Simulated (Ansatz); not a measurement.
# GeH4O2 (SMILES [OH][GeH2][OH]) at CAM-B3LYP/cc-pVDZ

What is the energy change on altering one bond length of GeH4O2 at CAM-B3LYP/cc-pVDZ? 

The calculation is run with Ansatz 0.2.0.

53 further runs of the same task are left out: 53 set aside as unsound or not needed.

### Step 1. The system as given

The species is GeH4O2 (7 atoms), meant as a singlet with charge 0. SMILES: `[OH][GeH2][OH]`. The coordinates come from a PBE0-D4/def2-TZVP relaxation. This is one conformer, not always the lowest.

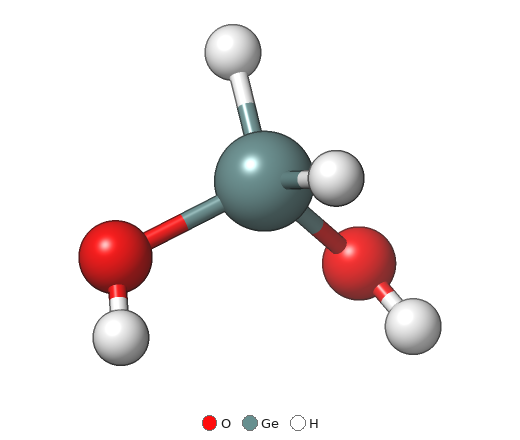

Viewed from a chosen angle; oxygen red, germanium teal, hydrogen white.

### Step 2. The energy at CAM-B3LYP/cc-pVDZ

The input, molecule.yaml:

```yaml
crystal:
  periodic: [false, false, false]
  atoms:
    - {symbol: O, position_ang: [-1.491300, -0.416000, -0.173900]}
    - {symbol: Ge, position_ang: [0.023500, 0.377000, 0.305300]}
    - {symbol: O, position_ang: [1.347400, -0.798900, 0.400600]}
    - {symbol: H, position_ang: [-1.634900, -0.418700, -1.122100]}
    - {symbol: H, position_ang: [0.363400, 1.460500, -0.739100]}
    - {symbol: H, position_ang: [-0.172500, 0.863100, 1.737300]}
    - {symbol: H, position_ang: [1.625600, -1.135200, -0.453800]}
basis:
  gaussian:
    orbitals: cc-pVDZ
output: {orbitals: {seedname: orbitals}}
hamiltonian:
  xc: {name: CAM-B3LYP}
accuracy: high
```

Started as:

```bash
ansatz run molecule.yaml --threads 1 --pin off --max-ram 3480MiB --events-out events.jsonl --progress --plain --runs-dir runs
```

What it wrote:

```text
Warning: RAYON_NUM_THREADS=1 ignored (pool sized by the plan → 1); use --threads N
Functional definition: CAM-B3LYP
  name "CAM-B3LYP"
  parameter alpha = 0.19
  parameter beta = 0.46
  parameter omega = 0.33/bohr
  parameter ac = 0.81
  exchange = (1 - alpha - beta)*b88_x + beta*b88_x_sr(omega) + alpha*exact_x + beta*exact_x_lr(omega)
  correlation = (1 - ac)*vwn5_c + ac*lyp_c
1673 factors; integrals over basis functions are off by at most 4.6e-9 eV
331 factors; integrals over basis functions are off by at most 2.1e-9 eV
mean field evaluation 1: about -60672.4529 eV, gradient 6.4e1 eV
mean field evaluation 2: about -60666.2040 eV, gradient 8.7e1 eV
mean field evaluation 4: about -60679.3611 eV, gradient 4.6e-1 eV
mean field evaluation 8: about -60679.4590 eV, gradient 6.2e-2 eV
mean field evaluation 16: about -60679.4590 eV, gradient 5.6e-6 eV
mean field -60679.45902632 eV, -2229.9289892028 hartree, gradient 5.1e-8 eV, S^2 0.000000; 0 other end points of the search recorded, 0 dependent functions left out
reference -60679.45904397 eV, -2229.9289898513 hartree; 26, 26 occupied and 49, 49 virtual orbitals, 1673 factors
Total energy: -60679.45904397 eV, -2229.9289898513 hartree
```

Run time: 6.3 s. Hardware: 1 thread of Arm Neoverse V2, shared host; peak memory 0.26 GiB.

### Step 3. The distorted shape at the same level

The input, run.yaml:

```yaml
crystal:
  periodic: [false, false, false]
  atoms:
    - {symbol: O, position_ang: [-1.376424, -0.413840, 0.584632]}
    - {symbol: Ge, position_ang: [0.138376, 0.379160, 1.063832]}
    - {symbol: O, position_ang: [1.462276, -0.796740, 1.159132]}
    - {symbol: H, position_ang: [-1.634900, -0.418700, -1.122100]}
    - {symbol: H, position_ang: [0.478276, 1.462660, 0.019432]}
    - {symbol: H, position_ang: [-0.057624, 0.865260, 2.495832]}
    - {symbol: H, position_ang: [1.740476, -1.133040, 0.304732]}
basis:
  gaussian: {orbitals: cc-pVDZ}
magnetization: {spin_polarized: false}
hamiltonian: {xc: {name: CAM-B3LYP}}
accuracy: high
output: {orbitals: {seedname: orbitals}}
```

Started as:

```bash
ansatz run run.yaml --threads 1 --pin off --max-ram 3480MiB --events-out events.jsonl --progress --plain --runs-dir runs
```

What it wrote:

```text
Warning: RAYON_NUM_THREADS=1 ignored (pool sized by the plan → 1); use --threads N
Functional definition: CAM-B3LYP
  name "CAM-B3LYP"
  parameter alpha = 0.19
  parameter beta = 0.46
  parameter omega = 0.33/bohr
  parameter ac = 0.81
  exchange = (1 - alpha - beta)*b88_x + beta*b88_x_sr(omega) + alpha*exact_x + beta*exact_x_lr(omega)
  correlation = (1 - ac)*vwn5_c + ac*lyp_c
1673 factors; integrals over basis functions are off by at most 4.5e-9 eV
336 factors; integrals over basis functions are off by at most 2.2e-9 eV
mean field evaluation 1: about -60665.7714 eV, gradient 6.9e1 eV
mean field evaluation 2: about -60644.1073 eV, gradient 1.2e2 eV
mean field evaluation 4: about -60675.2524 eV, gradient 9.9e0 eV
mean field evaluation 8: about -60675.5054 eV, gradient 4.8e-1 eV
mean field evaluation 16: about -60675.5061 eV, gradient 2.6e-4 eV
mean field -60675.50609013 eV, -2229.7837214769 hartree, gradient 1.0e-8 eV, S^2 0.000000; 0 other end points of the search recorded, 0 dependent functions left out
reference -60675.50610873 eV, -2229.7837221607 hartree; 26, 26 occupied and 49, 49 virtual orbitals, 1673 factors
Total energy: -60675.50610873 eV, -2229.7837221607 hartree
```

Wall time 6.9 s (1 thread of Arm Neoverse V2, shared host); peak memory 0.26 GiB.

### Step 4. Results

At CAM-B3LYP/cc-pVDZ:

| quantity | value |
| --- | --- |
| first shape: total energy | -2229.92899 Eh |
| first shape: HOMO energy | -9.82 eV |
| first shape: LUMO energy | 1.83 eV |
| first shape: HOMO–LUMO gap | 11.65 eV |
| distorted shape: total energy | -2229.78372 Eh |
| distorted shape: HOMO energy | -9.67 eV |
| distorted shape: LUMO energy | -2.40 eV |
| distorted shape: HOMO–LUMO gap | 7.26 eV |
| energy change with the O1–H4 bond stretched from 0.959 to 1.726 Å | 3.953 eV |

What this shows: With the O1–H4 bond stretched from 0.959 to 1.726 Å the energy rises by 3.95 eV (381 kJ/mol). The first shape isn't relaxed at this level, so the change isn't measured from a minimum. A restricted reference can't describe the breaking bond well at this length.
